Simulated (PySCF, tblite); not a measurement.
# C3H7F2OSi radical: geometry, infrared bands and EPR parameters

Aim: predict the infrared bands and EPR parameters of C3H7F2OSi radical (`[CH2]CO[SiH2]C(F)F`).

Programs: tblite 0.8.0 and PySCF 2.14.0, with density-fitted response routines of our own. Each step states its level of theory. These are calculated values for one molecule in the gas phase, unless marked as measured. Atoms count from 0, in the outputs and in this text.

## Step 1: Starting geometry

14 atoms, charge 0, multiplicity 2; geometry from: force field or distance geometry start.

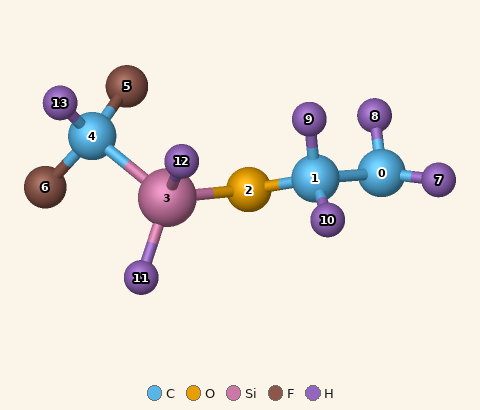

The starting geometry (carbon blue, oxygen amber, silicon pink, fluorine brown, hydrogen purple), atoms numbered.

## Step 2: Optimising the geometry with GFN2-xTB

What the job is given:

```
{"job": {"kind": "relax", "xc": "GFN2-xTB", "basis": "xTB"}, "charge": 0, "multiplicity": 2}
C      2.606000     0.866200     0.286600
C      1.509900    -0.213300     0.293100
O      0.365400     0.372800    -0.150900
Si    -0.994000    -0.650400    -0.230400
C     -2.421500     0.315100     0.506500
F     -1.942800     1.388000     1.219900
F     -3.155100     0.799200    -0.581200
H      3.613300     0.426900     0.365600
H      2.366400     1.528600     1.144800
H      1.309300    -0.497000     1.382400
H      1.820400    -1.123300    -0.222400
H     -1.291800    -1.072700    -1.595500
H     -0.773900    -1.800900     0.673800
H     -3.012500    -0.339800     1.165400
```

Command:

```
OMP_NUM_THREADS=1 python probes_run.py task.json out
```

The driver reads the jobs from task.json and runs them one after another.

What it wrote:

```text
step      E/eV     max force
  0    -684.85586    3.534
  1    -685.25251    1.827
  2    -685.39361    0.994
  3    -685.47647    0.754
  4    -685.53702    0.601
  5    -685.56860    0.580
  6    -685.60484    0.552
  7    -685.62984    0.435
  8    -685.65070    0.412
  9    -685.66784    0.376
 10    -685.68459    0.335
 11    -685.69774    0.302
 12    -685.70598    0.222
 13    -685.71167    0.217
 14    -685.71801    0.268
 15    -685.72587    0.337
 16    -685.73514    0.305
 17    -685.74516    0.376
 18    -685.75586    0.378
 19    -685.76736    0.263
 20    -685.77892    0.261
 21    -685.78858    0.247
 22    -685.79496    0.259
 23    -685.79815    0.199
 24    -685.80117    0.188
 25    -685.80426    0.151
 26    -685.80936    0.157
 27    -685.81145    0.149
 28    -685.81807    0.161
 29    -685.82256    0.172
 30    -685.82812    0.163
 31    -685.83315    0.173
 32    -685.83948    0.197
 33    -685.84658    0.261
 34    -685.85075    0.199
 35    -685.85111    0.258
 36    -685.85624    0.109
 37    -685.85743    0.085
 38    -685.85937    0.092
 39    -685.86049    0.089
 40    -685.86172    0.081
 41    -685.86265    0.080
 42    -685.86352    0.068
 43    -685.86420    0.057
 44    -685.86470    0.059
 45    -685.86507    0.053
 46    -685.86543    0.050
 47    -685.86579    0.043
 48    -685.86603    0.040
 49    -685.86620    0.036
 50    -685.86636    0.030
 51    -685.86657    0.043
 52    -685.86677    0.033
 53    -685.86687    0.018
 54    -685.86692    0.017
 55    -685.86696    0.016
 56    -685.86702    0.022
 57    -685.86710    0.022
 58    -685.86718    0.028
 59    -685.86724    0.027
 60    -685.86731    0.023
 61    -685.86740    0.024
 62    -685.86751    0.030
 63    -685.86764    0.032
 64    -685.86782    0.041
 65    -685.86812    0.048
 66    -685.86863    0.059
 67    -685.86946    0.088
 68    -685.87070    0.124
 69    -685.87280    0.154
 70    -685.87602    0.237
 71    -685.87353    0.454
 72    -685.87646    0.594
 73    -685.86625    0.363
 74    -685.88542    0.169
 75    -685.88986    0.167
 76    -685.89339    0.240
 77    -685.89529    0.322
 78    -685.90015    0.181
 79    -685.90519    0.281
 80    -685.91228    0.252
 81    -685.91859    0.565
 82    -685.92540    0.483
 83    -685.93488    0.231
 84    -685.93712    0.163
 85    -685.94186    0.140
 86    -685.94477    0.146
 87    -685.94663    0.165
 88    -685.94464    0.297
 89    -685.94887    0.082
 90    -685.94939    0.058
 91    -685.95038    0.068
 92    -685.95117    0.086
 93    -685.95217    0.082
 94    -685.95325    0.082
 95    -685.95412    0.068
 96    -685.95470    0.060
 97    -685.95514    0.077
 98    -685.95565    0.062
 99    -685.95617    0.052
100    -685.95650    0.055
101    -685.95678    0.062
102    -685.95716    0.066
103    -685.95785    0.071
104    -685.95861    0.122
105    -685.96003    0.100
106    -685.96063    0.107
107    -685.96121    0.063
108    -685.96150    0.053
109    -685.96177    0.032
110    -685.96223    0.034
111    -685.96249    0.045
112    -685.96285    0.060
113    -685.96320    0.067
114    -685.96354    0.074
115    -685.96411    0.069
116    -685.96503    0.064
117    -685.96590    0.054
118    -685.96649    0.080
119    -685.96689    0.112
120    -685.96754    0.052
121    -685.96812    0.054
122    -685.96861    0.055
123    -685.96921    0.060
124    -685.96976    0.069
125    -685.97057    0.067
126    -685.97165    0.089
127    -685.97295    0.116
128    -685.97238    0.242
129    -685.97487    0.072
130    -685.97552    0.058
131    -685.97688    0.096
132    -685.97756    0.087
133    -685.97900    0.063
134    -685.97974    0.082
135    -685.98037    0.079
136    -685.98098    0.085
137    -685.98187    0.069
138    -685.98293    0.101
139    -685.98342    0.097
140    -685.98415    0.069
141    -685.98456    0.087
142    -685.98531    0.094
143    -685.98578    0.063
144    -685.98630    0.078
145    -685.98668    0.085
146    -685.98699    0.050
147    -685.98727    0.040
148    -685.98750    0.036
149    -685.98796    0.048
150    -685.98841    0.056
151    -685.98893    0.075
152    -685.98947    0.068
153    -685.98999    0.060
154    -685.99036    0.047
155    -685.99070    0.047
156    -685.99109    0.052
157    -685.99160    0.067
158    -685.99229    0.079
159    -685.99310    0.073
160    -685.99360    0.063
161    -685.99392    0.065
162    -685.99414    0.051
163    -685.99444    0.047
164    -685.99466    0.036
165    -685.99483    0.024
166    -685.99490    0.026
167    -685.99495    0.027
168    -685.99500    0.019
169    -685.99504    0.013
170    -685.99507    0.019
171    -685.99509    0.014
172    -685.99511    0.012
173    -685.99513    0.013
174    -685.99516    0.015
175    -685.99523    0.023
176    -685.99533    0.029
177    -685.99552    0.033
178    -685.99580    0.034
179    -685.99616    0.040
180    -685.99656    0.046
181    -685.99698    0.062
182    -685.99734    0.076
183    -685.99778    0.068
184    -685.99787    0.127
185    -685.99836    0.030
186    -685.99850    0.030
187    -685.99867    0.033
188    -685.99879    0.027
189    -685.99891    0.026
190    -685.99899    0.028
191    -685.99907    0.020
192    -685.99913    0.020
193    -685.99917    0.013
194    -685.99921    0.013
195    -685.99923    0.011
196    -685.99923    0.012
197    -685.99924    0.015
198    -685.99925    0.004
```

It took 1 s on 1 thread of Arm Neoverse V2, shared host; peak memory 0.18 GiB.

The steps of the relaxation: (not every step is listed)

| step | energy from step 0 (eV) | largest force (eV/Å) |
| --- | --- | --- |
| 0 | 0.0000 | 3.5341 |
| 1 | -0.3967 | 1.8267 |
| 2 | -0.5377 | 0.9936 |
| 3 | -0.6206 | 0.7542 |
| 4 | -0.6812 | 0.6007 |
| 5 | -0.7127 | 0.5800 |
| 6 | -0.7490 | 0.5518 |
| 7 | -0.7740 | 0.4345 |
| 8 | -0.7948 | 0.4118 |
| 26 | -0.9535 | 0.1575 |
| 44 | -1.0088 | 0.0593 |
| 62 | -1.0117 | 0.0300 |
| 80 | -1.0564 | 0.2516 |
| 98 | -1.0998 | 0.0624 |
| 116 | -1.1092 | 0.0643 |
| 134 | -1.1239 | 0.0821 |
| 152 | -1.1336 | 0.0683 |
| 170 | -1.1392 | 0.0186 |
| 188 | -1.1429 | 0.0275 |
| 193 | -1.1433 | 0.0135 |
| 194 | -1.1433 | 0.0128 |
| 195 | -1.1434 | 0.0108 |
| 196 | -1.1434 | 0.0116 |
| 197 | -1.1434 | 0.0151 |
| 198 | -1.1434 | 0.0036 |

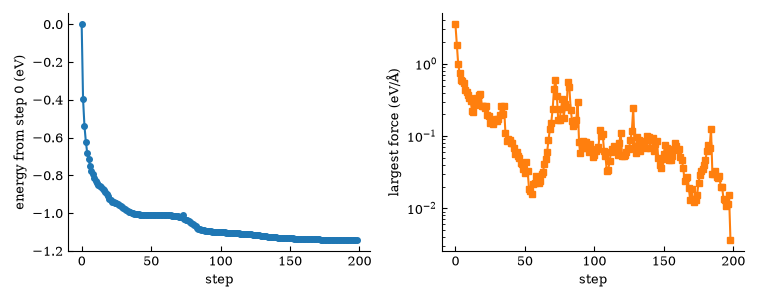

Energy and force, step by step.

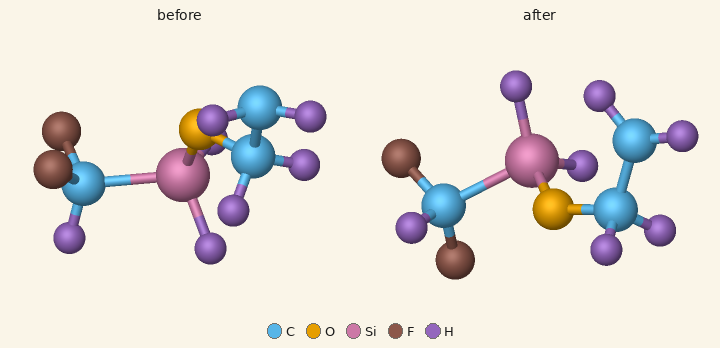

Before and after, at one scale.

Close pairs (by a distance rule), those that changed most:

| bond | before (Å) | after (Å) | change (Å) |
| --- | --- | --- | --- |
| O2–Si3 | 1.703 | 1.613 | -0.091 |
| C0–C1 | 1.538 | 1.466 | -0.072 |
| Si3–C4 | 1.874 | 1.927 | +0.053 |
| C0–H8 | 1.110 | 1.069 | -0.041 |
| C1–O2 | 1.360 | 1.401 | +0.041 |
| C1–H9 | 1.143 | 1.105 | -0.038 |
| C4–F6 | 1.398 | 1.363 | -0.035 |
| C0–H7 | 1.102 | 1.071 | -0.031 |

The final coordinates are the input of the step that follows.

## Step 3: Harmonic vibrations with GFN2-xTB

What the job is given:

```
{"job": {"kind": "ir", "xc": "GFN2-xTB", "basis": "xTB"}, "charge": 0, "multiplicity": 2}
C      2.456708     0.323549     0.156051
C      1.572669    -0.573398     0.906960
O      0.217723    -0.216831     0.880194
Si    -0.771613     0.051028    -0.364756
C     -2.443908     0.265175     0.569105
F     -3.300452     1.027444    -0.169445
F     -3.073096    -0.933219     0.732725
H      3.503527     0.105003     0.103967
H      2.075262     1.227444    -0.268508
H      1.856723    -0.601287     1.974848
H      1.678179    -1.608907     0.538790
H     -0.507933     1.292163    -1.090873
H     -0.879986    -1.086773    -1.274736
H     -2.384481     0.728137     1.563536
```

What it wrote:

```text
mode    cm-1     km/mol
  1      16.9      1.12
  2      26.9      1.73
  3      77.6      2.67
  4     109.7      0.31
  5     119.6      3.03
  6     192.2      5.07
  7     243.6      4.05
  8     311.5     17.60
  9     399.2     54.97
 10     451.2     12.16
 11     486.0     26.39
 12     538.4     95.28
 13     595.7     24.69
 14     679.9      9.21
 15     744.0    100.27
 16     766.0    197.99
 17     794.4    197.05
 18     891.0      8.06
 19     946.5     36.71
 20     999.4    137.03
 21    1083.3     79.44
 22    1104.7     95.30
 23    1164.3      9.41
 24    1190.5    179.38
 25    1236.3     20.99
 26    1272.2      3.67
 27    1303.5      1.69
 28    1365.9      2.24
 29    1427.1     14.22
 30    2268.4    356.55
 31    2299.1    114.22
 32    2763.1     17.56
 33    2817.9     31.95
 34    2900.1     41.59
 35    3158.3      5.93
 36    3216.9     16.70
```

It took 0.34 s on 1 thread of Arm Neoverse V2, shared host; peak memory 0.18 GiB.

The strongest bands and the atoms that carry them (share of the mass-weighted mode):

| cm⁻¹ | km/mol | atoms |
| --- | --- | --- |
| 744 | 100.3 | O2 27 %, H11 20 %, H12 17 %, Si3 14 % |
| 766 | 198.0 | H11 32 %, H12 24 %, Si3 23 % |
| 794 | 197.1 | H12 44 %, H11 44 % |
| 999 | 137.0 | C4 63 %, F6 17 %, F5 17 % |
| 1105 | 95.3 | C1 35 %, C0 22 %, O2 19 %, H8 16 % |
| 1190 | 179.4 | C1 37 %, O2 33 %, H9 11 % |
| 2268 | 356.6 | H11 63 %, H12 33 % |
| 2299 | 114.2 | H12 64 %, H11 34 % |

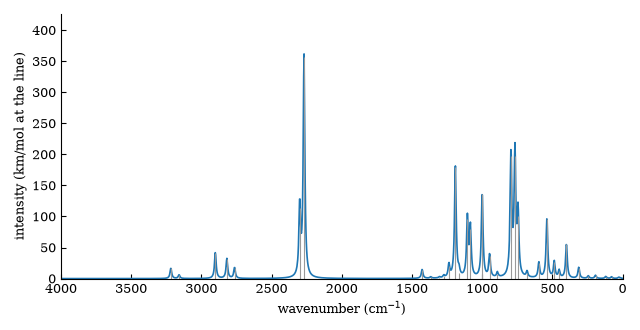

The infrared spectrum from these modes, unscaled. Lines are broadened to a width of 14 cm⁻¹ (Lorentzian).

## Step 4: g tensor and hyperfine couplings: B3LYP/pcH-1

Same as in step 3 but for these lines:

```diff
@@ -1,2 +1,2 @@
-{"job": {"kind": "ir", "xc": "GFN2-xTB", "basis": "xTB"}, "charge": 0, "multiplicity": 2}
+{"job": {"kind": "epr", "basis": "pcH-1"}, "charge": 0, "multiplicity": 2}
 C      2.456708     0.323549     0.156051
```

Level: UKS B3LYP, pcH-1 on C F H O Si, non-relativistic, mean-field spin-orbit, GIAO.

What it wrote:

```text
UKS, coarse grid
  cycle   1  E = -682.76432108  |g| = 6.91e-01
  cycle   2  E = -682.49261901  |g| = 1.14e+00
  cycle   3  E = -682.91331469  |g| = 9.10e-02
  cycle   4  E = -682.91550020  |g| = 5.71e-02
  cycle   5  E = -682.91654281  |g| = 1.11e-02
  cycle   6  E = -682.91658034  |g| = 3.97e-03
  cycle   7  E = -682.91658775  |g| = 8.69e-04
UKS, final grid
  cycle   1  E = -682.91654719  |g| = 7.19e-04
  cycle   2  E = -682.91654719  |g| = 7.99e-04
  cycle   3  E = -682.91654748  |g| = 9.26e-05
  cycle   4  E = -682.91654748  |g| = 8.97e-05
  cycle   5  E = -682.91654749  |g| = 1.84e-05
E = -682.91654749 Eh   <S^2> = 0.7536 (exact 0.7500)
g shifts (ppm)      1          2          3
  rmc          -131       -131       -131
  gc              3         32         17
  oz_so          10        498        687
  total        -118        399        573
hyperfine (MHz)  atom isotope    a_iso     a_fc   dipolar eigenvalues
    0   13C      87.10      87.19    -81.11    -80.56    161.67
    1   13C     -38.73     -38.74     -2.86      0.60      2.27
    2   17O      -1.05      -1.04     -1.48      0.36      1.11
    3  29Si       0.49       0.48     -1.12      0.49      0.63
    4   13C       0.49       0.49     -0.20     -0.18      0.38
    5   19F       0.09       0.09     -0.37     -0.31      0.68
    6   19F       0.03       0.03     -0.57     -0.52      1.09
    7    1H     -62.54     -62.56    -38.92     -0.50     39.43
    8    1H     -64.10     -64.12    -39.69      0.36     39.33
    9    1H     145.22     145.22     -5.89     -2.89      8.78
   10    1H     119.93     119.93     -5.61     -4.10      9.71
   11    1H       1.49       1.49     -1.86     -1.76      3.62
   12    1H       1.49       1.49     -1.35     -1.25      2.60
   13    1H       0.04       0.04     -0.58     -0.54      1.12
```

Run time: 73 s. Hardware: 1 thread of Arm Neoverse V2, shared host; peak memory 0.89 GiB.

Principal g values 2.00220, 2.00272, 2.00289; g(iso) = 2.00260, against 2.00232 for a free electron.

Mean a(iso) over the nuclei that a row names, and the largest dipolar term of the row (other rows stand at the frozen geometry):

| nuclei | isotope | a(iso) (MHz) | a(iso) (G, at g = 2.0023) | largest dipolar term (MHz) |
| --- | --- | --- | --- | --- |
| H9, H10 | 1H | 132.6 | 47.3 | 9.7 |
| C0 | 13C | 87.1 | 31.1 | 161.7 |
| H7, H8 | 1H | -63.3 | -22.6 | -39.7 |
| C1 | 13C | -38.7 | -13.8 | -2.9 |
| H11, H12 | 1H | 1.5 | 0.5 | 3.6 |
| O2 | 17O | -1.0 | -0.4 | -1.5 |
| Si3 | 29Si | 0.5 | 0.2 | -1.1 |
| C4 | 13C | 0.5 | 0.2 | 0.4 |
| F5, F6 | 19F | 0.1 | 0.0 | 1.1 |
| H13 | 1H | 0.0 | 0.0 | 1.1 |

Mulliken spin populations:

C0 1.06; C1 -0.09; O2 0.00; Si3 0.01; C4 0.00; F5 0.00; F6 0.00; H7 -0.04; H8 -0.04; H9 0.06; H10 0.05; H11 0.00; H12 0.00; H13 0.00

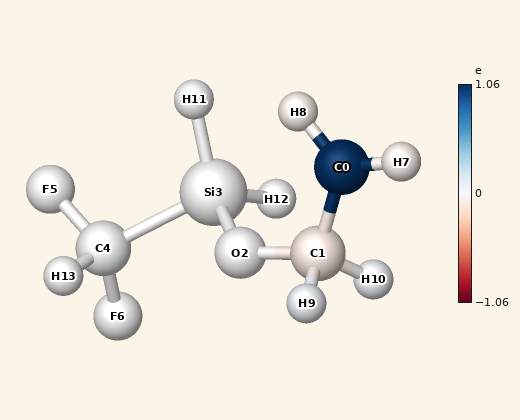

Mulliken spin populations, as colours on the atoms.

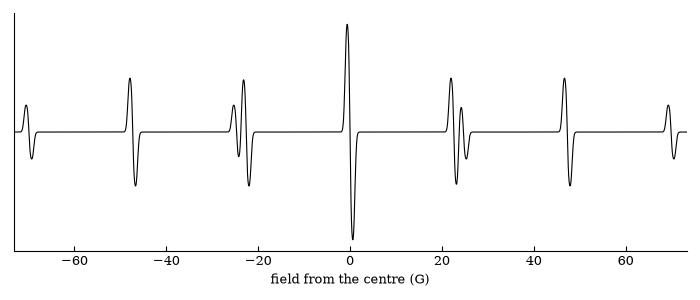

First-order isotropic spectrum (first derivative, main isotopes with spin only, couplings over 0.8 MHz, Gaussian width 0.4 G; couplings of the frozen geometry, rotation of groups not averaged beyond the rows shown).

The fields below are evaluated on a grid from the run's orbitals.

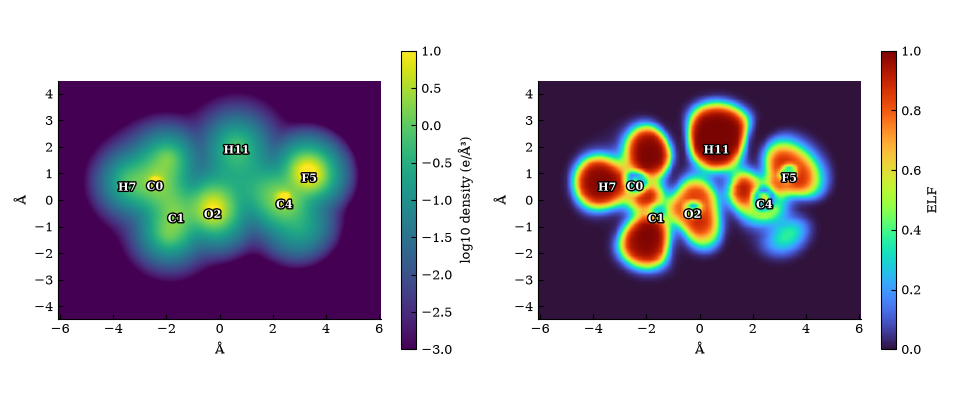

Density (left) and ELF (right) in a plane through or near 7 of the atoms.

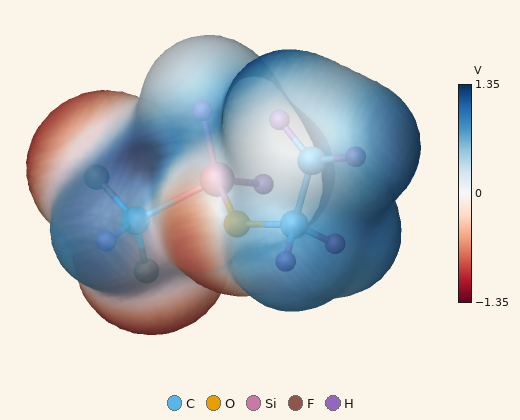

The potential that a unit positive charge feels on the 0.002 e/bohr³ surface, from -1.06 V near F6 to 1.35 V near H12.

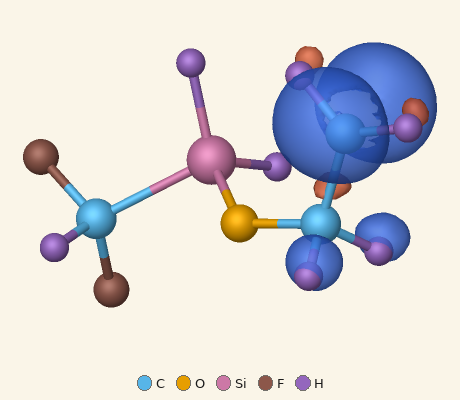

Spin density at ±0.04 e/Å³ (alpha excess blue, beta excess red).

## Step 5: Results

| quantity | value |
| --- | --- |
| strongest single infrared mode (GFN2-xTB) | 2268 cm⁻¹, 357 km/mol |
| zero-point energy (GFN2-xTB) | 57.1 kcal/mol |
| g(iso) (B3LYP) | 2.00260 |
| ⟨S²⟩ | 0.754 (exact 0.75) |
| largest a(iso) (averaged by class) | 1H on H9, H10, 132.6 MHz |
| surface potential, least and greatest | -1.06 V and 1.35 V |

In words: The optimisation took 198 steps and gained 1.143 eV; among the close pairs (by a distance rule), O2–Si3 changed most, from 1.703 to 1.613 Å. No mode is imaginary among the 36: a minimum at this level. The strongest single mode, at 2268 cm⁻¹, moves mainly H11 and H12. GFN2-xTB is a fitted tight-binding method: band positions and strengths are rough. Its intensities can rank the bands wrongly. Most of the unpaired spin sits on C0 (1.06 e). The isotropic g lies 0.3 ppt above the free-electron value.
